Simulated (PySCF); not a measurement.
Molecule (SMILES): ClCCl.
Geometry (B3LYP-D3(BJ)/def2-TZVP, fixed):
```
C
H 1 1.0832
H 1 1.0832 2 111.91
Cl 1 1.7804 2 108.02 3 118.77
Cl 1 1.7804 2 108.02 3 -118.77
```

Basis-set convergence of the mean static polarisability at HF with PySCF. All functions are spherical. Density fitting with generated auxiliary sets. In sets without p functions on hydrogen, species with hydrogen take exact integrals. No added dispersion term, no relativity. Reference: the value in aug-pcseg-2, 41.47 bohr³, itself unsure by roughly 0.1 % (its distance from aug-cc-pV(T+d)Z). Deviations are taken from unrounded values. Cost is core time over that of Sadlej pVTZ, rough, on shared machines of one kind; a dash marks a row that isn't timed (too short, read off another run, short of memory, by another algorithm or on other hardware).

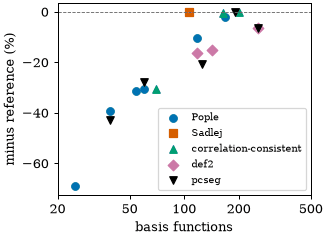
*Deviation from the reference against the number of basis functions, by family of sets.*

```csv
basis,functions,mean static polarisability (bohr³),minus reference (%),cost
STO-3G,25,12.83,-69.1,-
3-21G,39,25.17,-39.3,-
pcseg-0,39,23.78,-42.7,-
6-31G*,54,28.56,-31.1,-
6-31G**,60,28.73,-30.7,-
pcseg-1,60,29.97,-27.7,-
cc-pV(D+d)Z,70,28.81,-30.5,-
Sadlej pVTZ,106,41.41,-0.1,1×
"6-311++G(2d,2p)",117,37.17,-10.4,1×
def2-TZVP,117,34.74,-16.2,1×
pcseg-2,126,32.95,-20.5,1×
def2-TZVPP,143,35.13,-15.3,2×
jun-cc-pV(T+d)Z,163,41.36,-0.3,4×
"6-311++G(3df,3pd)",169,40.57,-2.2,4×
aug-pcseg-2,192,41.47,0.0,6×
aug-cc-pV(T+d)Z,202,41.41,-0.1,5×
pcseg-3,254,38.83,-6.4,10×
def2-QZVPP,257,38.79,-6.5,20×
```
